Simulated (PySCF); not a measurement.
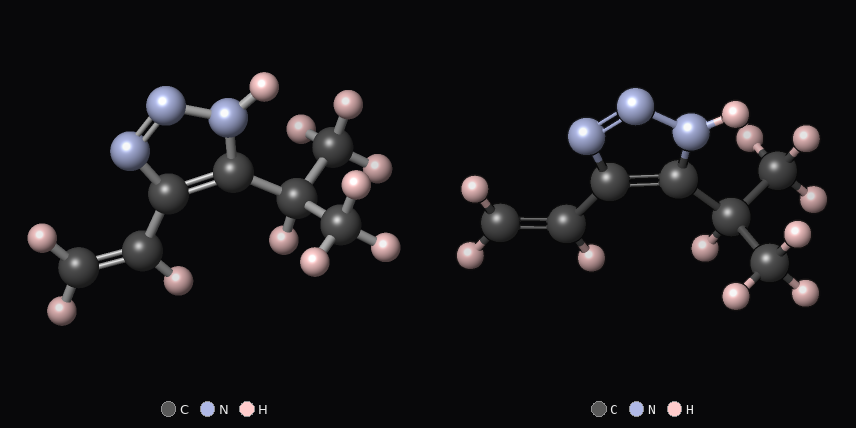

The same structure drawn twice, from different directions.

The computed structure is the end point of a PBE0-D3(BJ)/def2-SVP optimisation. No frequency run is at hand to confirm it as a minimum.

Give the formula.

C7H11N3, 21 atoms: 7 carbon, 11 hydrogen and 3 nitrogen.

Give a SMILES string for it.

C=Cc1nn[nH]c1C(C)C

Describe its rings.

Independent rings (smallest set): 1 of 5 members, 1 of them aromatic.

Count the bonded pairs by element.

10 C–H, 6 C–C, 2 C–N, 2 N–N, 1 N–H.

Name some functional groups or characteristic bonds that it holds.

Among them: alkene.

The parts below concern this one geometry. Atoms keep their numbers from picture to picture.

## Ring current

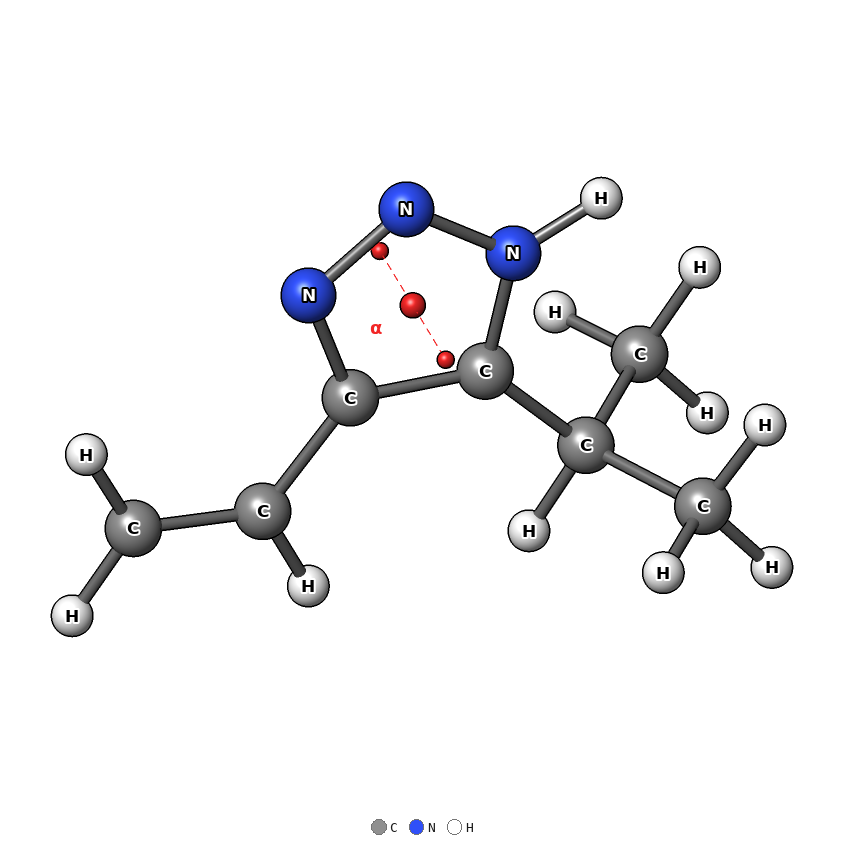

The small points mark where nucleus-independent chemical shifts (NICS) were computed: at the centre of each lettered ring and 1 Å above and below it. No frequency run is at hand to confirm it as a minimum. Method: GIAO PBE0/pcSseg-1 NMR shielding, non-relativistic, IEF-PCM water (PySCF 2.14.0).

Give NICS(0), NICS(1) and the out-of-plane component NICS(1)zz for each ring (means of the two sides).

```
ring  members  NICS(0)  NICS(1)  NICS(1)zz
   α     C2N3    −11.4    −12.3      −29.9
```

Values in ppm.

What do the values say about the ring currents?

Ring α: diatropic, as in an aromatic ring. NICS is one index among several.

## Dipole moment

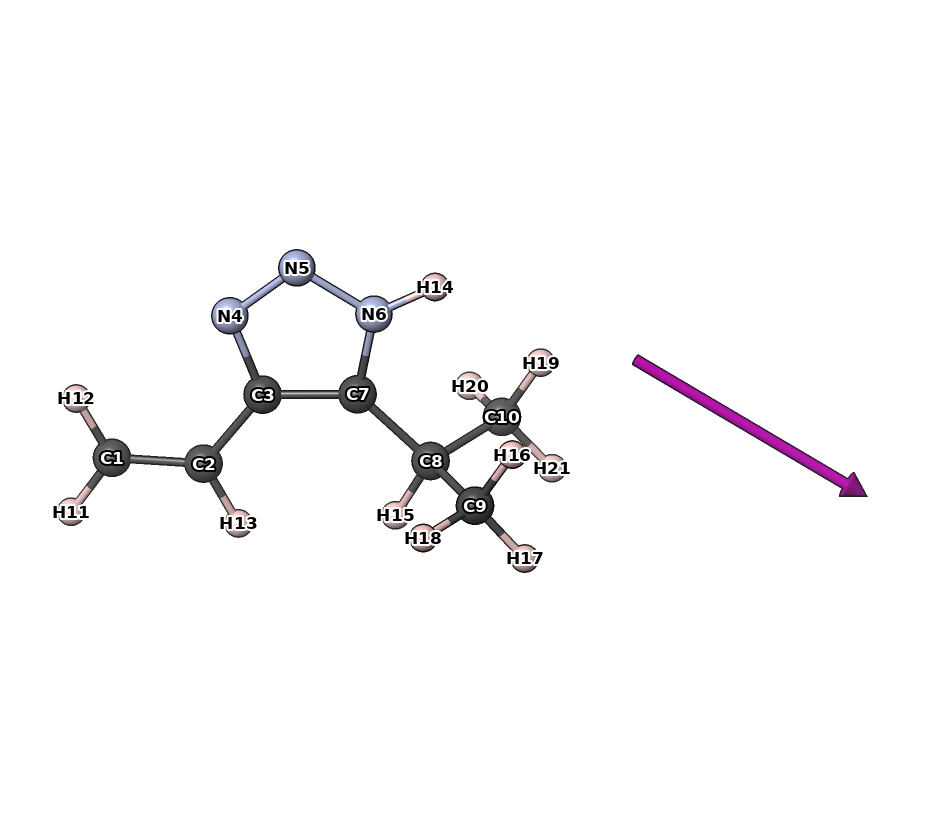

The arrow beside the molecule shows the direction of the dipole moment, from the negative to the positive end (its length means nothing). No frequency run is at hand to confirm it as a minimum. Method: CAM-B3LYP/def2-SVPD, gas phase (PySCF 2.14.0).

Estimate the dipole moment.

5.08 D; it points from the side of H12 to the side of H17, H21 (the outermost atoms at the two ends).

## Excitation

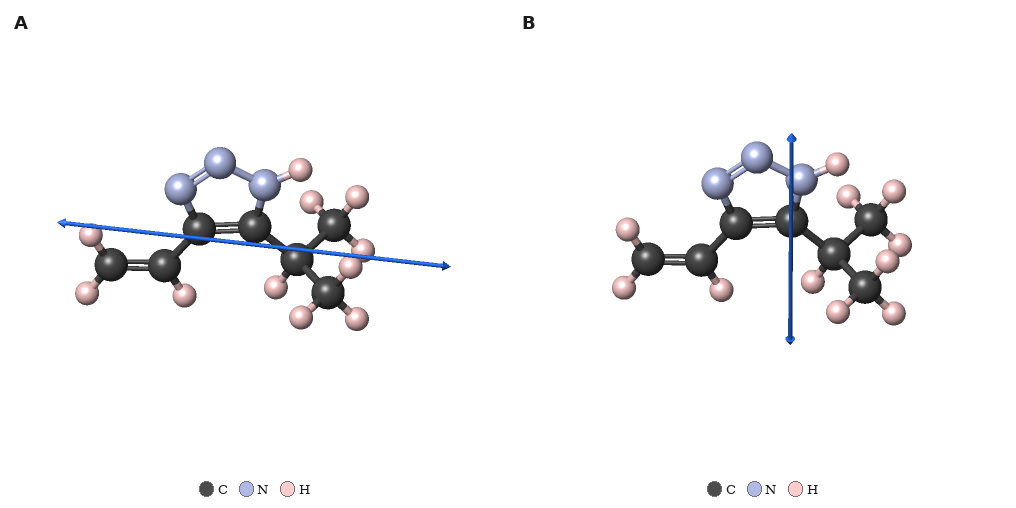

The double arrows show the directions of two transition dipoles from the ground state (lengths mean nothing). No frequency run is at hand to confirm it as a minimum. Method: TDDFT CAM-B3LYP/def2-SVPD, vertical, gas phase, core orbitals frozen in the response (PySCF 2.14.0).

One belongs to singlet state 3 and one to singlet state 8. Which is which?

A: state 3, 6.02 eV (206 nm), oscillator strength 0.29, mainly HOMO → LUMO+2 (weight 0.80).
B: state 8, 7.33 eV (169 nm), oscillator strength 0.046, mainly HOMO−2 → LUMO (weight 0.79).

## Polarisability

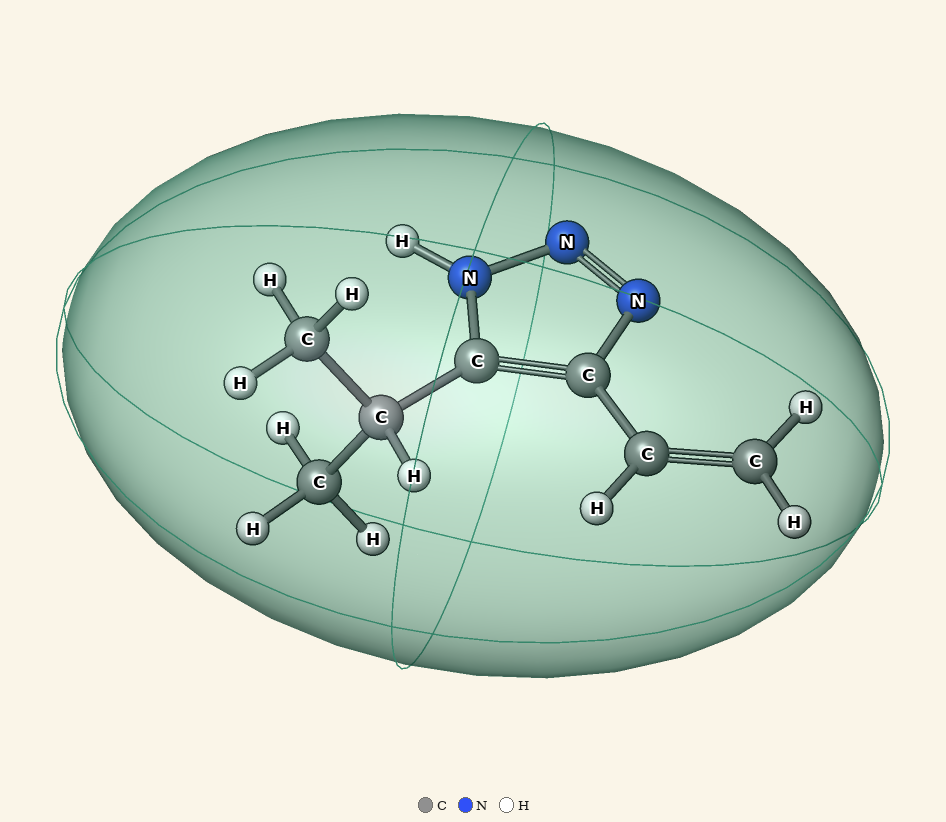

The ellipsoid shows the static dipole polarisability: its half-axes are proportional to the principal values. No frequency run is at hand to confirm it as a minimum. Level of theory: CAM-B3LYP/def2-SVPD (PySCF 2.14.0).

Give the principal values, the mean and the anisotropy.

Principal values 76.4, 102.9, 140.9 bohr³; mean 106.7 bohr³ (15.82 Å³); anisotropy 56.1 bohr³, so the longest axis is 1.84 times the shortest.
